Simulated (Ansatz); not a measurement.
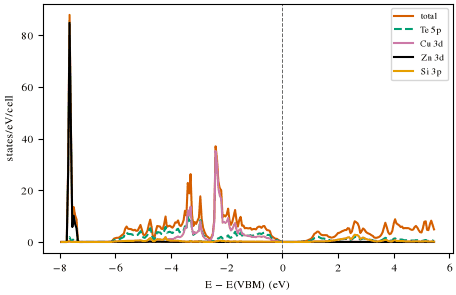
Fig. 1. Total and projected density of states of ZnCu₂SiTe₄ in space group I-42m (No. 121; Zn on 2a, Si on 2b, Cu on 4d, Te on 8i), DFT-r²SCAN in the program Ansatz with PAW potentials

Which orbitals carry the states next to the gap?

Top 1 eV of the valence band: Te 5p 57 %, Cu 3d 35 %. Bottom 1 eV of the conduction band: Te 5p 49 %, Si 3s 23 %, Si 3p 5 %, outside the projected shells 10 %. Projections are on Löwdin-orthogonalised atomic valence shells; empty p or d shells of many metals are not among them.

Where is the tallest occupied peak in this window, and what makes it?

Near -7.6 eV, about 88 states/eV per cell; the largest projected share is Zn 3d.

The workflow started from a Materials Project entry (that database holds measured and hypothetical structures alike); the Crystallography Open Database copy checked does not list it. Its standing as an ambient phase is unchecked. Symmetry was held in the r²SCAN relaxation; whether a distortion lowers the energy is not shown. The run is not spin-polarised. Scalar-relativistic: spin–orbit coupling is off unless named, which matters more the heavier the elements.

Potentials: the later of the program's two PAW sets.
